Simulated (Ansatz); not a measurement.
# H6OSSi2: a reaction path by the nudged elastic band

What path joins these two structures, and how high does it climb? Both ends were relaxed at PBE0-D4 in triple zeta.

The runs use Ansatz 0.2.0, Gaussian basis; PBE0-D4/def2-SVP.

16 further runs of the same task are left out: 16 set aside as unsound or not needed.

### 1 Where the work starts

The first end: 10 atoms, charge 0, spin multiplicity 1.

Atoms are counted from 1 here; the program's logs count them from 0.

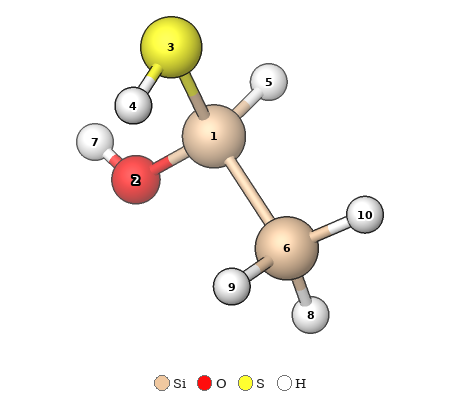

Start geometry, drawn with silicon light orange, oxygen red, sulfur yellow, hydrogen white; atoms are numbered from 1 in the order of the file.

Geometry (Å):

```xyz
10

Si   -0.18570    0.37741   -0.72330
O     1.01477    1.50548   -0.70129
S     0.28092   -1.32702   -1.93108
H     1.26547   -1.77145   -1.13085
H    -1.41423    0.88889   -1.39070
Si   -0.52732   -0.25137    1.49918
H     1.36174    1.79401   -1.54835
H    -0.73459    0.92777    2.38115
H     0.66146   -1.01101    1.97297
H    -1.72242   -1.13272    1.57227
```

The second end:

```xyz
10
H6OSSi2
Si   -0.4115   -0.2349   -0.7632
O     1.3045    0.7453   -0.9316
S     0.0736   -1.8575   -1.7962
H     1.7336    0.0432   -1.4662
H    -1.2202    0.8795   -1.3517
Si   -0.6395   -0.2697    1.5686
H     1.2495    1.5445   -1.4737
H    -0.6325    1.1102    2.1325
H     0.4768   -1.0464    2.1668
H    -1.9341   -0.9142    1.9147
```

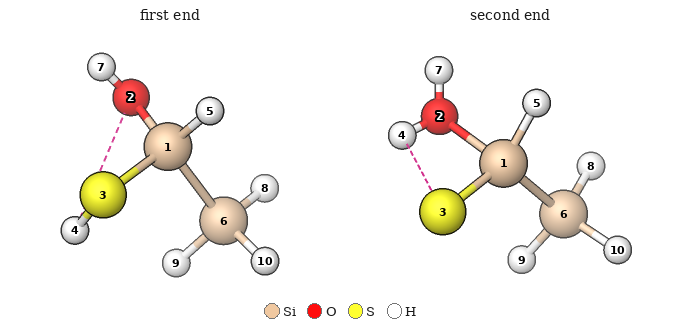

The two ends; dashed lines mark the contacts followed along the path.

### 2 The band at PBE0-D4/def2-SVP

neb/in.yaml reads:

```yaml
crystal:
  periodic: [false, false, false]
  atoms:
    - {symbol: Si, position_ang: [-0.185700, 0.377409, -0.723304]}
    - {symbol: O, position_ang: [1.014775, 1.505478, -0.701292]}
    - {symbol: S, position_ang: [0.280920, -1.327018, -1.931082]}
    - {symbol: H, position_ang: [1.265472, -1.771447, -1.130845]}
    - {symbol: H, position_ang: [-1.414234, 0.888894, -1.390701]}
    - {symbol: Si, position_ang: [-0.527324, -0.251366, 1.499177]}
    - {symbol: H, position_ang: [1.361740, 1.794008, -1.548345]}
    - {symbol: H, position_ang: [-0.734586, 0.927773, 2.381147]}
    - {symbol: H, position_ang: [0.661460, -1.011008, 1.972972]}
    - {symbol: H, position_ang: [-1.722422, -1.132723, 1.572271]}
basis:
  gaussian: {orbitals: def2-SVP}
hamiltonian: {xc: pbe0, dispersion: d4}
neb:
  images: 5
  climbing: true
  max_iterations: 40
  initial_path: idpp
  final_atoms:
    - {symbol: Si, position_ang: [-0.411458, -0.234917, -0.763159]}
    - {symbol: O, position_ang: [1.304473, 0.745324, -0.931624]}
    - {symbol: S, position_ang: [0.073574, -1.857482, -1.796245]}
    - {symbol: H, position_ang: [1.733573, 0.043168, -1.466154]}
    - {symbol: H, position_ang: [-1.220239, 0.879543, -1.351708]}
    - {symbol: Si, position_ang: [-0.639458, -0.269737, 1.568647]}
    - {symbol: H, position_ang: [1.249487, 1.544505, -1.473718]}
    - {symbol: H, position_ang: [-0.632550, 1.110222, 2.132509]}
    - {symbol: H, position_ang: [0.476797, -1.046399, 2.166767]}
    - {symbol: H, position_ang: [-1.934098, -0.914228, 1.914687]}
```

On the command line:

```
$ ansatz run in.yaml --threads 4 --pin off --events-out ev --progress --plain --max-ram 9574MiB
```

The log of the run:

```text
Functional definition: PBE0
  name "PBE0"
  cite "Adamo & Barone, J. Chem. Phys. 110, 6158 (1999) doi:10.1063/1.478522"
  cite "Perdew, Burke & Ernzerhof, Phys. Rev. Lett. 77, 3865 (1996) doi:10.1103/PhysRevLett.77.3865"
  parent pbe
  parameter a = 0.25
  parameter kappa = 0.804
  parameter beta = 0.06672455060314922
  exchange = (1 - a)*pbe_x(kappa = kappa, mu = beta*pi^2/3) + a*exact_x
  correlation = pbe_c(beta = beta)
989 factors; integrals over basis functions are off by at most 4.0e-4 eV
mean field evaluation 1: about -28710.8494 eV, gradient 4.5e1 eV
mean field evaluation 2: about -28704.7326 eV, gradient 7.3e1 eV
mean field evaluation 4: about -28714.4396 eV, gradient 1.8e0 eV
mean field evaluation 8: about -28714.4490 eV, gradient 9.6e-2 eV
mean field -28714.44902139 eV, -1055.2365381837 hartree, gradient 4.3e-5 eV, S^2 0.000000; 0 other end points of the search recorded, 0 dependent functions left out
the calculation of the forces begins
reference -28714.44904835 eV, -1055.2365391741 hartree; 29, 29 occupied and 69, 69 virtual orbitals, 989 factors
[... from here to the last solve, the lines of the solves are left out (97 solves) ...]
WARN: NEB end point (image 0): max|allowed force component| = 4.200e-1 eV/Å (the criterion of neb.relax_end_points is 1.000e-2). That is over neb.f_tol: it is no minimum, so the barrier can be far off. Relax it first
WARN: NEB end point (image 6): max|allowed force component| = 2.173e-1 eV/Å (the criterion of neb.relax_end_points is 1.000e-2). That is over neb.f_tol: it is no minimum, so the barrier can be far off. Relax it first
NEB iter   1: max|band force component| = 3.403e0 eV/Å  barrier→ = 2.8315 eV  barrier← = 1.5827 eV  Δτ_max = 0.2000 Å  (170 SCF iters)
NEB iter   2: max|band force component| = 2.925e0 eV/Å  barrier→ = 1.8789 eV  barrier← = 0.6300 eV  Δτ_max = 0.2000 Å  (138 SCF iters)
NEB iter   3: max|band force component| = 3.591e0 eV/Å  barrier→ = 1.5007 eV  barrier← = 0.2518 eV  Δτ_max = 0.1017 Å  (139 SCF iters)
NEB iter   4: max|band force component| = 9.538e-1 eV/Å  barrier→ = 1.3980 eV  barrier← = 0.1491 eV  Δτ_max = 0.1981 Å  (131 SCF iters)
NEB iter   5: max|band force component| = 4.617e-1 eV/Å  barrier→ = 1.3571 eV  barrier← = 0.1082 eV  CI = image 5  Δτ_max = 0.1807 Å  (124 SCF iters)
NEB iter   6: max|band force component| = 1.688e0 eV/Å  barrier→ = 1.4643 eV  barrier← = 0.2155 eV  CI = image 5  Δτ_max = 0.0703 Å  (126 SCF iters)
NEB iter   7: max|band force component| = 3.705e-1 eV/Å  barrier→ = 1.4347 eV  barrier← = 0.1859 eV  CI = image 5  Δτ_max = 0.0427 Å  (117 SCF iters)
NEB iter   8: max|band force component| = 1.272e-1 eV/Å  barrier→ = 1.4388 eV  barrier← = 0.1900 eV  CI = image 5  Δτ_max = 0.0256 Å  (116 SCF iters)
NEB iter   9: max|band force component| = 9.952e-2 eV/Å  barrier→ = 1.4378 eV  barrier← = 0.1890 eV  CI = image 5  Δτ_max = 0.0284 Å  (115 SCF iters)
NEB iter  10: max|band force component| = 5.326e-2 eV/Å  barrier→ = 1.4363 eV  barrier← = 0.1874 eV  CI = image 5  Δτ_max = 0.0198 Å  (111 SCF iters)
NEB iter  11: max|band force component| = 5.643e-2 eV/Å  barrier→ = 1.4358 eV  barrier← = 0.1869 eV  CI = image 5  Δτ_max = 0.0099 Å  (116 SCF iters)
991 factors; integrals over basis functions are off by at most 8.5e-4 eV
mean field -28713.14988272 eV, -1055.1887957181 hartree, gradient 2.4e-6 eV, S^2 0.000000; 0 other end points of the search recorded, 0 dependent functions left out
the calculation of the forces begins
reference -28713.14990952 eV, -1055.1887967028 hartree; 29, 29 occupied and 69, 69 virtual orbitals, 991 factors
NEB iter  12: max|band force component| = 4.001e-2 eV/Å  barrier→ = 1.4356 eV  barrier← = 0.1868 eV  CI = image 5  CI's point: of a kind that is not told: the force calls were inconclusive, a negative curvature could not be distinguished from the path's own, the only one lies far off the path, or fixed occupations may fill a level only in part  Δτ_max = 0.0000 Å  (870 SCF iters)
Total energy: -28713.22563332 eV, -1055.1915795011 hartree
Atom 0 at    -0.275715     0.048308    -0.738639 Å, force     0.011618     0.015196     0.003436 eV/Å
Atom 1 at     1.465905     0.678371    -0.757883 Å, force    -0.027907    -0.013452    -0.016306 eV/Å
Atom 2 at     0.345694    -1.493034    -1.941890 Å, force     0.003745    -0.003282    -0.004704 eV/Å
Atom 3 at     1.522047    -0.264195    -1.469609 Å, force     0.006161    -0.007791     0.004623 eV/Å
Atom 4 at    -1.041288     1.206687    -1.304464 Å, force    -0.001030     0.001253    -0.001426 eV/Å
Atom 5 at    -0.818076    -0.349757     1.505039 Å, force     0.001727     0.002909    -0.004485 eV/Å
Atom 6 at     1.619984     1.509589    -1.233550 Å, force     0.004743     0.007300     0.012155 eV/Å
Atom 7 at    -0.860361     0.925262     2.287183 Å, force    -0.000082     0.006043     0.002202 eV/Å
Atom 8 at     0.205806    -1.264858     2.088830 Å, force     0.007971    -0.003058     0.002602 eV/Å
Atom 9 at    -2.163895    -0.996373     1.564981 Å, force    -0.006946    -0.005118     0.001902 eV/Å
Dipole moment:     0.139099     0.760982     0.177553 e Å
```

Wall time 63 s (4 threads of Intel Xeon 6975P-C, shared host).

The last band:

| image | path (Å) | energy (kcal/mol) | O2–H4 (Å) | Si1–O2 (Å) | S3–H4 (Å) |
| --- | --- | --- | --- | --- | --- |
| 0 | 0.00 | 0.0 | 3.31 | 1.65 | 1.34 |
| 1 | 0.48 | 0.3 | 3.10 | 1.67 | 1.35 |
| 2 | 0.96 | 2.0 | 2.78 | 1.67 | 1.35 |
| 3 | 1.43 | 4.9 | 2.37 | 1.68 | 1.35 |
| 4 | 1.91 | 15.6 | 1.77 | 1.72 | 1.41 |
| 5 | 2.39 | 33.1 | 1.18 | 1.85 | 1.77 |
| 6 | 3.05 | 28.8 | 0.98 | 1.98 | 2.55 |

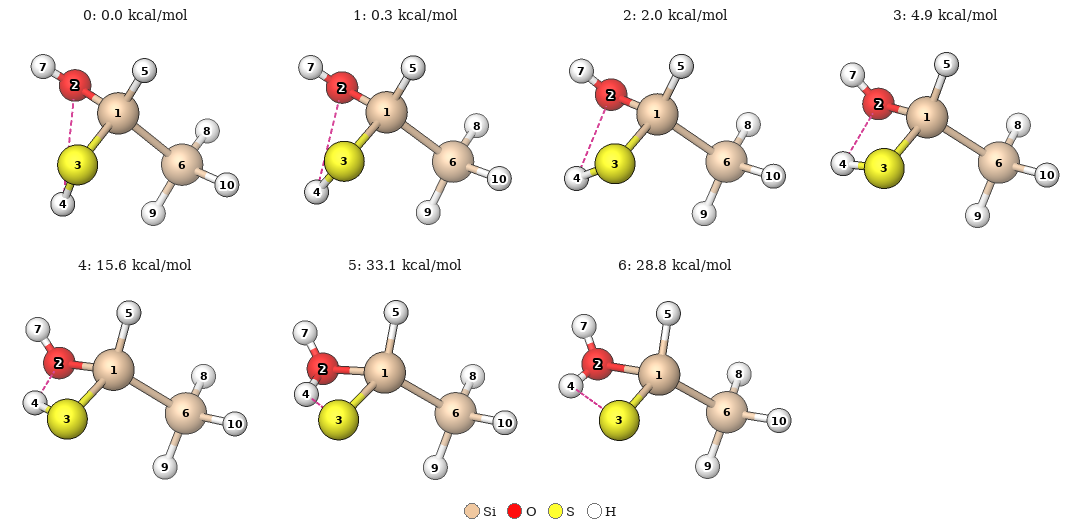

The images of the last band.

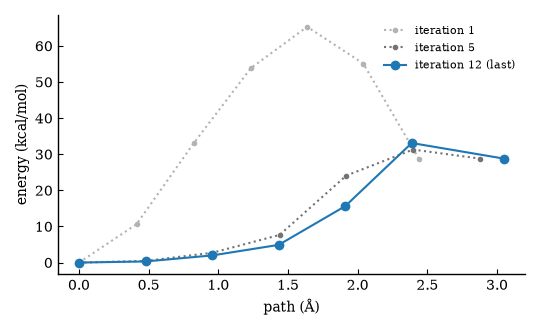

Energy along the path.

The highest image, 5:

```xyz
10
charge 0, multiplicity 1
Si   -0.2757    0.0483   -0.7386
O     1.4659    0.6784   -0.7579
S     0.3457   -1.4930   -1.9419
H     1.5220   -0.2642   -1.4696
H    -1.0413    1.2067   -1.3045
Si   -0.8181   -0.3498    1.5050
H     1.6200    1.5096   -1.2335
H    -0.8604    0.9253    2.2872
H     0.2058   -1.2649    2.0888
H    -2.1639   -0.9964    1.5650
```

### 3 Results

| quantity | value |
| --- | --- |
| PBE0-D4/def2-SVP, 12 iterations | highest 33.1 kcal/mol (image 5), last end +28.8 kcal/mol |
| from earlier runs: barrier over the separately found saddle, CCSD(T)/def2-TZVPP | 39.2 kcal/mol |

The highest image lies 33.1 kcal/mol above the first end, and it climbed, so it estimates the saddle. The ends are not quite minima at this level (largest force component 0.42 eV/Å), so the heights are unreliable: relaxing the first end would lower it and raise the barrier above it. The highest image is 6.1 kcal/mol below the CCSD(T) barrier in triple zeta, which comes from separate runs on the saddle.
